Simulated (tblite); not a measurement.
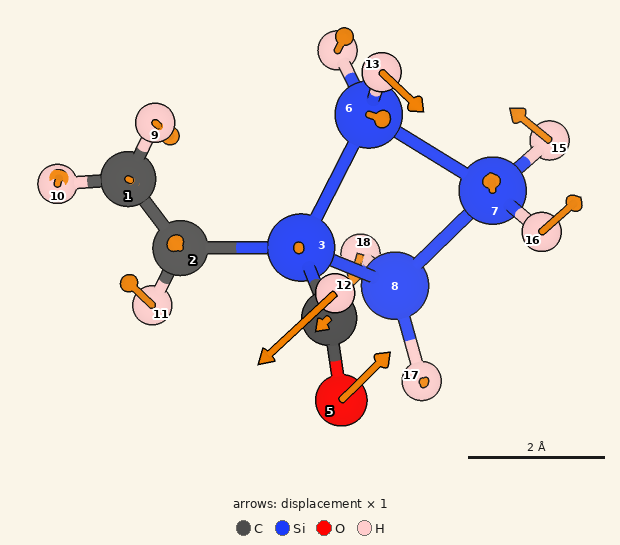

A relaxation of C3H10OSi4. The starting structure is drawn; orange arrows show the displacements, at their true length. The two geometries are superimposed by the best rigid fit.

Style: ball-and-stick. Shown at a tilt.

All numbers below come from GFN2-xTB geometry optimisation, gas phase (tblite 0.8.0). 

Question: What happened in the run?

Answer: Over 201 geometry steps the energy falls by 33.3 kcal/mol. The atom that moves furthest after the best rigid fit is an H atom (2.05 Å). By element the largest moves are H 2.05 Å, O 1.24 Å, C 0.84 Å, Si 0.71 Å. Among the contacts that change: Si–Si 3.052 → 3.371 Å, Si–Si 3.033 → 3.335 Å, Si–Si 2.210 → 2.380 Å, Si–Si 2.246 → 2.382 Å. Bond angles that change, for instance: H–Si–H 114.6° → 102.5°, H–Si–H 113.8° → 103.3°, H–Si–H 112.5° → 103.2°. Groups turn about C–Si by about 95°, C–Si by about 80°, Si–Si by about 30°. Cost: 2.7 s on 1 thread of Intel(R) Xeon(R) Platinum 8488C, with other jobs on the host.
